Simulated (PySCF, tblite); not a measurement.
# C₃H₁₅NOSi₃: geometry, infrared bands and NMR shifts

What infrared bands and NMR shifts should C₃H₁₅NOSi₃ (`OCC[C@@H]([SiH3])[SiH2]N[SiH3]`) show?

Programs: tblite 0.8.0 and PySCF 2.14.0, with density-fitted response routines of our own. Each step states its level of theory. These are calculated values for one molecule in the gas phase, unless marked as measured. Atoms are numbered from 0 throughout.

### 1 The molecule as given

23 atoms, charge 0, multiplicity 1; geometry from: force field or distance geometry start.

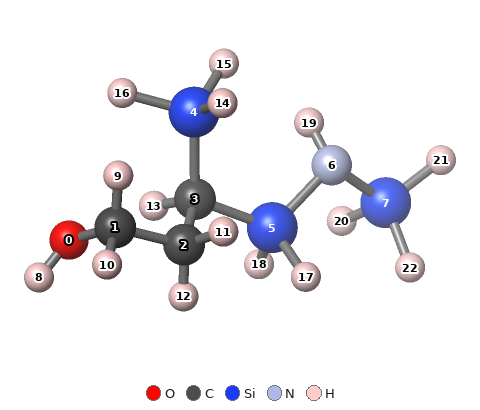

As it starts; oxygen red, carbon dark grey, silicon blue, nitrogen light blue, hydrogen pink, atoms numbered.

### 2 Optimising the geometry with GFN2-xTB

The job: settings as JSON, then the geometry in Å.

```
{"job": {"kind": "relax", "xc": "GFN2-xTB", "basis": "xTB"}, "charge": 0, "multiplicity": 1}
O     -2.982800    -1.175000    -1.116000
C     -2.800500    -0.928200     0.240200
C     -1.275000    -1.062700     0.469700
C     -0.561600    -0.014700    -0.407700
Si    -1.148700     1.640900     0.125100
Si     1.228900    -0.339300    -0.232300
N      2.255000     1.060300     0.113600
Si     3.931100     0.556600    -0.349700
H     -3.488200    -1.998800    -1.288800
H     -3.076100     0.070900     0.572700
H     -3.262500    -1.759400     0.796200
H     -1.057200    -0.795500     1.514300
H     -0.960000    -2.054700     0.163400
H     -0.835800    -0.163800    -1.462700
H     -1.439500     1.744300     1.576000
H     -0.299400     2.754700    -0.281600
H     -2.466700     1.855100    -0.537200
H      1.438000    -1.332200     0.860200
H      1.791500    -0.966500    -1.441600
H      1.964800     1.894200    -0.431000
H      3.875100     0.218000    -1.798200
H      4.931700     1.550900    -0.041000
H      4.233100    -0.727900     0.325700
```

Command:

```console
$ OMP_NUM_THREADS=1 python probes_run.py task.json out
```

The driver reads the jobs from task.json and runs them one after another.

Log:

```text
step      E/eV     max force
  0    -714.06665    2.254
  1    -714.32396    1.096
  2    -714.44240    0.836
  3    -714.52692    0.862
  4    -714.59883    0.653
  5    -714.64868    0.498
  6    -714.69218    0.540
  7    -714.74236    0.539
  8    -714.78449    0.442
  9    -714.81809    0.410
 10    -714.84411    0.384
 11    -714.87036    0.359
 12    -714.90224    0.448
 13    -714.93134    0.351
 14    -714.94916    0.243
 15    -714.96337    0.268
 16    -714.98030    0.354
 17    -714.99497    0.289
 18    -715.00390    0.463
 19    -715.01397    0.205
 20    -715.02258    0.211
 21    -715.03299    0.294
 22    -715.04350    0.287
 23    -715.05358    0.234
 24    -715.06141    0.163
 25    -715.06698    0.154
 26    -715.07115    0.258
 27    -715.07430    0.168
 28    -715.07807    0.124
 29    -715.08326    0.155
 30    -715.08608    0.154
 31    -715.08853    0.113
 32    -715.09006    0.101
 33    -715.09197    0.116
 34    -715.09428    0.124
 35    -715.09679    0.115
 36    -715.09883    0.119
 37    -715.10054    0.095
 38    -715.10248    0.096
 39    -715.10488    0.101
 40    -715.10744    0.129
 41    -715.10985    0.142
 42    -715.11199    0.105
 43    -715.11376    0.088
 44    -715.11511    0.079
 45    -715.11615    0.095
 46    -715.11708    0.089
 47    -715.11814    0.081
 48    -715.11971    0.086
 49    -715.12100    0.096
 50    -715.12215    0.091
 51    -715.12323    0.085
 52    -715.12436    0.074
 53    -715.12561    0.083
 54    -715.12686    0.076
 55    -715.12800    0.095
 56    -715.12906    0.096
 57    -715.13024    0.104
 58    -715.13169    0.096
 59    -715.13332    0.078
 60    -715.13472    0.076
 61    -715.13565    0.063
 62    -715.13633    0.060
 63    -715.13709    0.058
 64    -715.13809    0.079
 65    -715.13921    0.074
 66    -715.14005    0.050
 67    -715.14055    0.040
 68    -715.14089    0.036
 69    -715.14123    0.039
 70    -715.14160    0.071
 71    -715.14195    0.055
 72    -715.14231    0.051
 73    -715.14274    0.044
 74    -715.14327    0.058
 75    -715.14395    0.071
 76    -715.14477    0.069
 77    -715.14555    0.066
 78    -715.14626    0.062
 79    -715.14692    0.057
 80    -715.14763    0.066
 81    -715.14847    0.080
 82    -715.14951    0.106
 83    -715.15079    0.102
 84    -715.15188    0.198
 85    -715.15395    0.091
 86    -715.15595    0.090
 87    -715.15730    0.088
 88    -715.15831    0.087
 89    -715.16007    0.083
 90    -715.16214    0.093
 91    -715.16409    0.131
 92    -715.16610    0.066
 93    -715.16736    0.065
 94    -715.16821    0.057
 95    -715.16898    0.045
 96    -715.16975    0.054
 97    -715.17043    0.052
 98    -715.17104    0.055
 99    -715.17152    0.074
100    -715.17191    0.034
101    -715.17220    0.040
102    -715.17246    0.024
103    -715.17269    0.035
104    -715.17293    0.030
105    -715.17313    0.024
106    -715.17330    0.022
107    -715.17344    0.024
108    -715.17358    0.029
109    -715.17373    0.028
110    -715.17390    0.028
111    -715.17404    0.030
112    -715.17417    0.025
113    -715.17429    0.031
114    -715.17446    0.038
115    -715.17466    0.038
116    -715.17488    0.030
117    -715.17503    0.028
118    -715.17514    0.026
119    -715.17526    0.032
120    -715.17545    0.042
121    -715.17572    0.047
122    -715.17608    0.049
123    -715.17642    0.038
124    -715.17669    0.033
125    -715.17695    0.033
126    -715.17732    0.046
127    -715.17792    0.052
128    -715.17875    0.066
129    -715.17960    0.059
130    -715.18024    0.051
131    -715.18066    0.042
132    -715.18102    0.044
133    -715.18147    0.044
134    -715.18191    0.046
135    -715.18224    0.042
136    -715.18242    0.031
137    -715.18253    0.036
138    -715.18264    0.030
139    -715.18279    0.026
140    -715.18291    0.025
141    -715.18305    0.024
142    -715.18316    0.021
143    -715.18325    0.019
144    -715.18334    0.020
145    -715.18347    0.022
146    -715.18364    0.027
147    -715.18384    0.024
148    -715.18400    0.022
149    -715.18412    0.020
150    -715.18424    0.025
151    -715.18438    0.030
152    -715.18450    0.023
153    -715.18460    0.019
154    -715.18467    0.016
155    -715.18474    0.024
156    -715.18481    0.025
157    -715.18489    0.026
158    -715.18499    0.025
159    -715.18508    0.028
160    -715.18517    0.021
161    -715.18524    0.020
162    -715.18531    0.014
163    -715.18541    0.025
164    -715.18552    0.030
165    -715.18562    0.025
166    -715.18571    0.021
167    -715.18581    0.022
168    -715.18594    0.023
169    -715.18609    0.030
170    -715.18621    0.032
171    -715.18630    0.033
172    -715.18639    0.021
173    -715.18649    0.024
174    -715.18660    0.024
175    -715.18669    0.019
176    -715.18675    0.017
177    -715.18680    0.013
178    -715.18684    0.014
179    -715.18689    0.021
180    -715.18694    0.024
181    -715.18701    0.020
182    -715.18706    0.014
183    -715.18711    0.015
184    -715.18715    0.016
185    -715.18720    0.022
186    -715.18727    0.021
187    -715.18734    0.020
188    -715.18741    0.019
189    -715.18748    0.025
190    -715.18757    0.029
191    -715.18768    0.030
192    -715.18781    0.023
193    -715.18796    0.029
194    -715.18811    0.037
195    -715.18823    0.027
196    -715.18833    0.021
197    -715.18838    0.019
198    -715.18844    0.015
199    -715.18849    0.016
200    -715.18856    0.016
201    -715.18863    0.019
202    -715.18874    0.022
203    -715.18886    0.025
204    -715.18899    0.026
205    -715.18909    0.024
206    -715.18918    0.020
207    -715.18929    0.024
208    -715.18944    0.032
209    -715.18958    0.030
210    -715.18969    0.026
211    -715.18978    0.022
212    -715.18987    0.017
213    -715.18998    0.024
214    -715.19007    0.022
215    -715.19015    0.025
216    -715.19022    0.017
217    -715.19030    0.021
218    -715.19038    0.023
219    -715.19046    0.018
220    -715.19052    0.021
221    -715.19058    0.016
222    -715.19063    0.018
223    -715.19067    0.019
224    -715.19072    0.015
225    -715.19076    0.010
226    -715.19079    0.013
227    -715.19081    0.013
228    -715.19084    0.012
229    -715.19087    0.013
230    -715.19090    0.017
231    -715.19094    0.018
232    -715.19097    0.013
233    -715.19098    0.007
```

It took 4.2 s on 1 thread of Arm Neoverse N1, shared host; peak memory 0.18 GiB.

Relaxation path: (not every step is listed)

```tsv
step	energy from step 0 (eV)	largest force (eV/Å)
0	0.0000	2.2538
1	-0.2573	1.0963
2	-0.3758	0.8359
3	-0.4603	0.8623
4	-0.5322	0.6529
5	-0.5820	0.4983
6	-0.6255	0.5404
7	-0.6757	0.5393
8	-0.7178	0.4420
30	-1.0194	0.1541
52	-1.0577	0.0745
74	-1.0766	0.0577
96	-1.1031	0.0539
118	-1.1085	0.0262
140	-1.1163	0.0245
162	-1.1187	0.0145
184	-1.1205	0.0162
206	-1.1225	0.0197
228	-1.1242	0.0122
229	-1.1242	0.0127
230	-1.1243	0.0167
231	-1.1243	0.0185
232	-1.1243	0.0129
233	-1.1243	0.0070
```

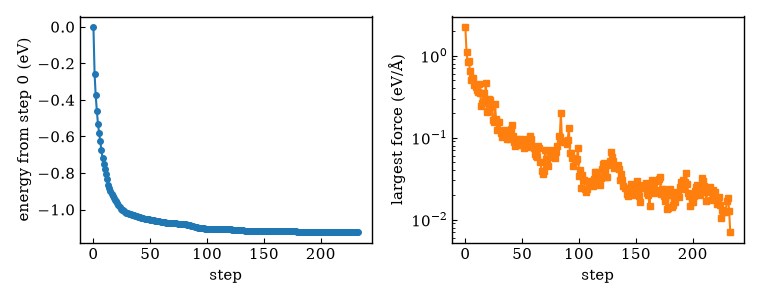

Energy and force, step by step.

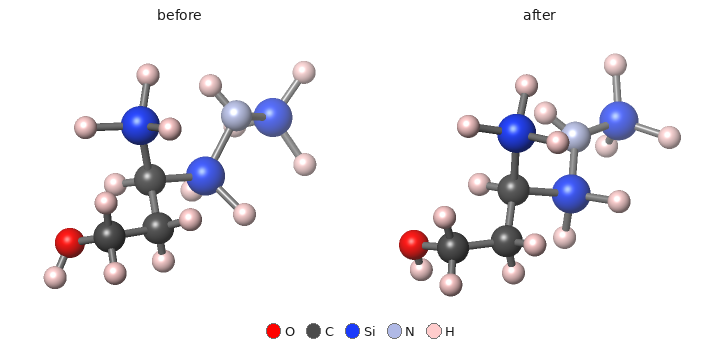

The geometry before (left) and after (right).

Close pairs (by a distance rule), those that changed most:

```tsv
bond	before (Å)	after (Å)	change (Å)
N6–Si7	1.810	1.729	-0.082
C3–Si5	1.828	1.901	+0.073
C3–Si4	1.836	1.904	+0.069
Si5–N6	1.770	1.726	-0.043
N6–H19	1.037	1.006	-0.031
Si4–H16	1.491	1.467	-0.024
Si5–H17	1.491	1.467	-0.024
Si7–H22	1.482	1.460	-0.022
```

The end geometry stands in the next job.

### 3 Infrared spectrum with GFN2-xTB

The job: settings as JSON, then the geometry in Å.

```
{"job": {"kind": "ir", "xc": "GFN2-xTB", "basis": "xTB"}, "charge": 0, "multiplicity": 1}
O     -3.028777    -1.002487    -1.516369
C     -2.953379    -0.980460    -0.110159
C     -1.519667    -1.108655     0.407193
C     -0.599686    -0.000218    -0.107162
Si    -0.972672     1.686334     0.694261
Si     1.211894    -0.541816     0.091549
N      2.220050     0.677738    -0.598295
Si     3.942325     0.678071    -0.746650
H     -2.597139    -1.804993    -1.832075
H     -3.385028    -0.023757     0.188267
H     -3.569964    -1.787984     0.315140
H     -1.540720    -1.109326     1.498565
H     -1.135015    -2.085849     0.092286
H     -0.792982     0.100883    -1.181057
H     -0.893336     1.548299     2.151938
H     -0.007974     2.688668     0.233056
H     -2.310592     2.174833     0.344178
H      1.574480    -0.715883     1.502747
H      1.422595    -1.826516    -0.600986
H      1.742736     1.399448    -1.111648
H      4.385096    -0.206998    -1.831327
H      4.317583     2.062237    -1.038028
H      4.485419     0.205416     0.523773
```

Log:

```text
mode    cm-1     km/mol
  1      21.1      1.66
  2      28.7      0.08
  3      44.3      0.32
  4      63.5      0.67
  5      88.6      0.40
  6      99.2      2.59
  7     113.3      0.73
  8     168.0      6.34
  9     207.5     11.91
 10     223.9      1.79
 11     232.2     55.72
 12     280.9      4.28
 13     311.1     62.88
 14     353.7    137.15
 15     476.4     34.98
 16     493.8     20.08
 17     517.9     30.11
 18     549.6     10.39
 19     554.0     55.79
 20     575.1     58.71
 21     608.1     66.60
 22     668.7     73.02
 23     731.6     58.74
 24     737.9    425.81
 25     758.8    180.29
 26     773.6    348.06
 27     792.2    347.38
 28     798.6     47.59
 29     804.3    211.33
 30     821.5    300.96
 31     832.6    380.67
 32     838.7    139.85
 33     884.8     39.66
 34     937.0     12.07
 35     995.4    271.15
 36    1016.5     30.14
 37    1081.2     39.41
 38    1095.1     41.08
 39    1117.4     27.60
 40    1145.2     50.42
 41    1197.8    326.47
 42    1203.2     38.43
 43    1290.4      1.17
 44    1315.1     22.47
 45    1346.2     63.17
 46    1351.0      6.95
 47    1479.0      3.07
 48    1498.5      0.28
 49    2154.7    284.50
 50    2205.1    475.78
 51    2223.9     18.24
 52    2230.4    497.34
 53    2239.6    399.78
 54    2244.7     85.01
 55    2250.7    394.13
 56    2279.2    390.89
 57    2855.5     97.19
 58    2911.1     36.67
 59    2916.3     59.30
 60    2976.6     44.91
 61    2998.8     36.01
 62    3486.4      0.24
 63    3533.5      6.16
```

Run time: 2.2 s. Hardware: 1 thread of Arm Neoverse N1, shared host; peak memory 0.18 GiB.

The strongest bands and the atoms that carry them (share of the mass-weighted mode):

```tsv
cm⁻¹	km/mol	atoms
738	425.8	H18 41 %, H17 26 %, Si5 12 %
774	348.1	H14 52 %, H15 34 %
833	380.7	H17 15 %, H18 15 %, H20 14 %, H22 12 %
2205	475.8	H20 91 %
2230	497.3	H16 51 %, H15 29 %, H17 14 %
2240	399.8	H14 74 %, H17 11 %
2251	394.1	H21 90 %
2279	390.9	H22 93 %
```

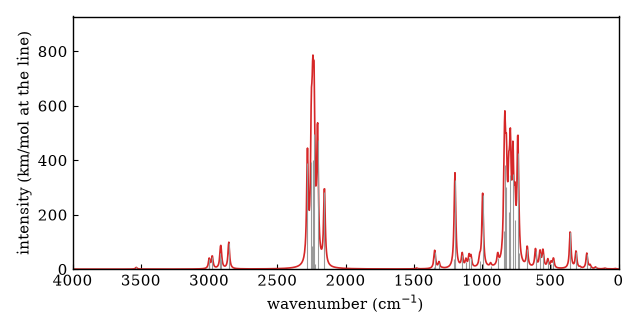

The infrared spectrum from these modes, unscaled. Lines are broadened to a width of 14 cm⁻¹ (Lorentzian).

### 4 Nuclear shieldings: PBE0/pcSseg-1

Same as in step 3 but for these lines:

```diff
@@ -1,2 +1,2 @@
-{"job": {"kind": "ir", "xc": "GFN2-xTB", "basis": "xTB"}, "charge": 0, "multiplicity": 1}
+{"job": {"kind": "nmr", "xc": "PBE0", "basis": "pcSseg-1"}, "charge": 0, "multiplicity": 1}
 O     -3.028777    -1.002487    -1.516369
```

With the program's defaults for keys left out, this is: GIAO PBE0/pcSseg-1 NMR shielding, non-relativistic, gas phase.

Log:

```text
coarse grid: 19584 points
cycle   1  E = -1120.9325606395  dE =  5.092e-01  |g| = 7.629e-01  |ddm| = 4.180e+00
cycle   2  E = -1120.8249503860  dE =  1.076e-01  |g| = 1.061e+00  |ddm| = 1.516e+00
cycle   3  E = -1121.0468872130  dE = -2.219e-01  |g| = 7.627e-02  |ddm| = 9.973e-01
cycle   4  E = -1121.0478572675  dE = -9.701e-04  |g| = 3.601e-02  |ddm| = 9.938e-02
cycle   5  E = -1121.0481591275  dE = -3.019e-04  |g| = 9.569e-03  |ddm| = 4.105e-02
cycle   6  E = -1121.0481798330  dE = -2.071e-05  |g| = 2.209e-03  |ddm| = 1.126e-02
cycle   7  E = -1121.0481809813  dE = -1.148e-06  |g| = 5.486e-04  |ddm| = 2.450e-03
final grid: 172184 points
cycle   8  E = -1121.1010983267  dE = -3.473e-05  |g| = 1.042e-02  |ddm| = 2.652e-02
cycle   9  E = -1121.1010760714  dE =  2.226e-05  |g| = 1.471e-02  |ddm| = 1.949e-02
cycle  10  E = -1121.1011214057  dE = -4.533e-05  |g| = 8.207e-04  |ddm| = 1.155e-02
cycle  11  E = -1121.1011215268  dE = -1.211e-07  |g| = 2.639e-04  |ddm| = 8.805e-04
cycle  12  E = -1121.1011215416  dE = -1.472e-08  |g| = 4.784e-05  |ddm| = 2.699e-04
cycle  13  E = -1121.1011215420  dE = -4.175e-10  |g| = 2.250e-05  |ddm| = 7.065e-05
converged SCF energy = -1121.1011215420

GIAO shielding tensors (ppm)
atom      isotropic    diamagn.    paramagn.     s11        s22        s33       span
  0 O      300.374     390.964     -90.589    238.005    285.255    377.863    139.858
  1 C      121.379     241.734    -120.355     93.797    114.194    156.145     62.348
  2 C      152.803     249.211     -96.408    145.281    148.901    164.227     18.945
  3 C      186.129     260.521     -74.393    171.247    184.002    203.137     31.890
  4 Si     422.957     882.543    -459.587    385.736    409.718    473.415     87.679
  5 Si     374.704     883.264    -508.560    340.899    348.927    434.286     93.387
  6 N      267.800     328.353     -60.553    242.395    265.674    295.330     52.935
  7 Si     406.528     879.159    -472.631    360.848    388.927    469.810    108.961
  8 H       32.305      32.679      -0.374     24.264     29.091     43.561     19.297
  9 H       27.817      29.231      -1.414     23.549     28.030     31.873      8.323
 10 H       27.558      27.524       0.034     21.933     27.282     33.459     11.525
 11 H       30.258      32.984      -2.726     25.880     29.275     35.619      9.739
 12 H       30.206      33.303      -3.098     24.587     29.834     36.195     11.608
 13 H       30.515      36.215      -5.700     25.082     30.834     35.629     10.547
 14 H       28.023      31.056      -3.034     24.908     25.675     33.485      8.577
 15 H       27.823      31.523      -3.700     23.387     27.481     32.599      9.212
 16 H       27.470      30.738      -3.268     23.172     26.324     32.914      9.742
 17 H       26.982      32.421      -5.439     23.692     25.986     31.270      7.578
 18 H       26.832      32.297      -5.464     22.831     26.112     31.554      8.723
 19 H       32.392      36.796      -4.404     22.167     32.372     42.636     20.469
 20 H       26.930      27.959      -1.029     22.899     25.139     32.752      9.854
 21 H       26.966      27.769      -0.802     23.158     25.287     32.454      9.296
 22 H       27.049      28.439      -1.390     23.442     25.672     32.031      8.589
```

Run time: 88 s. Hardware: 1 thread of Arm Neoverse N1, shared host; peak memory 1.1 GiB.

Shifts follow as δ = σ(reference) − σ, with reference shieldings (ppm) from runs at the same level and on the same kind of geometry: ¹H TMS 31.72, ¹³C TMS 186.9, ²⁹Si TMS 349.2, ¹⁵N NH3 267.7, ¹⁷O H2O 336.1. The references are single molecules in the gas phase, so shifts against H2O, NH3, PH3, H3PO4 or CFCl3 are not on the usual liquid scales and can be off by tens of ppm. Atoms listed in one row are averaged.

```tsv
atoms	environment	σ (ppm)	δ (ppm)	δ scaled to CDCl3
C1	sp3 CH2 bonded to O	121.4	65.5	62.1
C2	sp3 CH2	152.8	34.1	31.4
C3	sp3 CH bonded to 2 Si	186.1	0.8	-1.1
H18	hydrogen on a silicon bonded to C, N	26.83	4.88	–
H20, H21, H22	hydrogen on a silicon bonded to N	26.98	4.74	–
H17	hydrogen on a silicon bonded to C, N	26.98	4.73	–
H10	hydrogen on an sp3 CH2 bonded to O	27.56	4.16	4.03
H14, H15, H16	hydrogen on a silicon bonded to C	27.77	3.95	–
H9	hydrogen on an sp3 CH2 bonded to O	27.82	3.90	3.78
H12	hydrogen on an sp3 CH2	30.21	1.51	1.53
H11	hydrogen on an sp3 CH2	30.26	1.46	1.48
H13	hydrogen on an sp3 CH bonded to 2 Si	30.51	1.20	1.24
H8	hydrogen on an alcohol oxygen	32.31	-0.59	–
H19	hydrogen on a nitrogen bonded to 2 Si	32.39	-0.67	–
O0	alcohol oxygen	300.4	35.7	–
Si5	silicon bonded to C, N, 2 H	374.7	-25.5	–
Si7	silicon bonded to N, 3 H	406.5	-57.4	–
Si4	silicon bonded to C, 3 H	423.0	-73.8	–
N6	nitrogen bonded to 2 Si, H	267.8	-0.1	–
```

The scaled column applies a straight-line fit of computed shieldings to shifts measured in CDCl3 (root-mean-square error 0.16 ppm for H, 1.9 ppm for C).

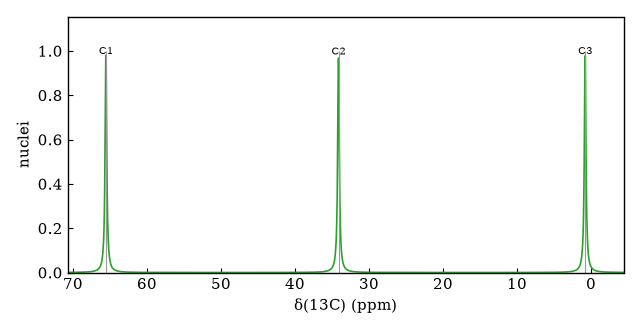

¹³C lines at the computed shifts, without couplings. Lines are broadened to a width of 0.26 ppm (Lorentzian).

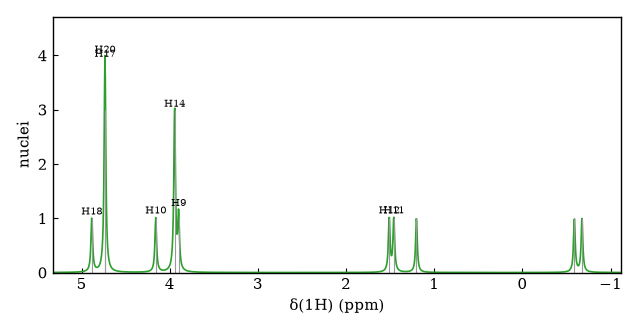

¹H lines at the computed shifts, without couplings. Lines are broadened to a width of 0.02 ppm (Lorentzian).

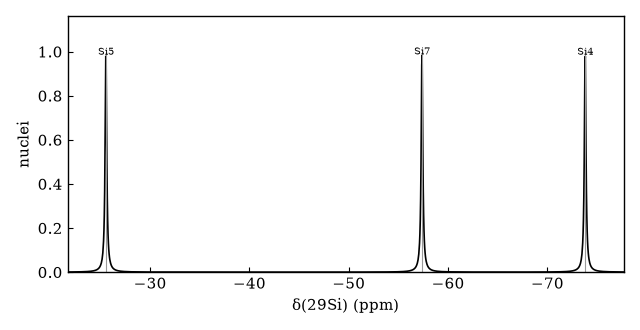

²⁹Si lines at the computed shifts, without couplings. Lines are broadened to a width of 0.19 ppm (Lorentzian).

Charges from the same density, by scheme (e):

```tsv
atoms	Mulliken	IAO	Hirshfeld	ESP fit
O0	-0.45	-0.55	-0.22	-0.65
C1	0.09	-0.04	0.00	0.29
C2	-0.27	-0.26	-0.08	-0.32
C3	-0.84	-0.65	-0.20	-0.10
Si4	0.49	0.58	0.30	0.25
Si5	0.84	0.89	0.36	0.43
N6	-0.85	-0.94	-0.33	-0.70
Si7	0.63	0.76	0.35	0.50
```

Mulliken charges:

O0 -0.45; C1 0.09; C2 -0.27; C3 -0.84; Si4 0.49; Si5 0.84; N6 -0.85; Si7 0.63; H8 0.23; H9 0.13; H10 0.11; H11 0.13; H12 0.12; H13 0.18; H14 -0.07; H15 -0.09; H16 -0.07; H17 -0.09; H18 -0.11; H19 0.22; H20 -0.11; H21 -0.11; H22 -0.11

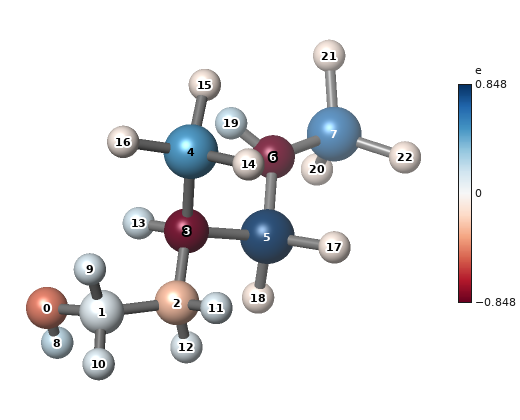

Mulliken charges, as colours on the atoms.

Mayer bond orders: O0–C1 0.95, C1–C2 1.04, C2–C3 0.99, C3–Si4 0.89, C3–Si5 0.89, Si5–N6 0.94, N6–Si7 0.96.

### 5 What came out

```
                                                              quantity                                                                   value
                             strongest single infrared mode (GFN2-xTB)                                                   2230 cm⁻¹, 497 km/mol
                                          zero-point energy (GFN2-xTB)                                                          104.4 kcal/mol
                                ¹³C shifts against TMS (PBE0/pcSseg-1)                                                     65.5, 34.1, 0.8 ppm
¹H shifts against TMS (PBE0/pcSseg-1, means over atoms taken as alike)  4.88, 4.74, 4.73, 4.16, 3.95, 3.90, 1.51, 1.46, 1.20, -0.59, -0.67 ppm
                                ¹⁷O shifts against H2O (PBE0/pcSseg-1)                                                                35.7 ppm
                               ²⁹Si shifts against TMS (PBE0/pcSseg-1)                                                 -25.5, -57.4, -73.8 ppm
                                ¹⁵N shifts against NH3 (PBE0/pcSseg-1)                                                                -0.1 ppm
```

**Reading.** Relaxing lowered the energy by 1.124 eV in 233 steps; the close pair that moved most is N6–Si7, from 1.810 to 1.729 Å. All 63 modes are real, so the xTB geometry is a minimum. The strongest single mode, at 2230 cm⁻¹, moves mainly H16 and H15. Unscaled tight-binding wavenumbers are off by several per cent, some by more. Its intensities can rank the bands wrongly. C1 (sp3 CH2 bonded to O) lies farthest downfield among carbon, at 65.5 ppm; deshielded by the electronegative neighbour. At PBE0/pcSseg-1: Shielding is most anisotropic at O0 (span 140 ppm, paramagnetic term -91 ppm).
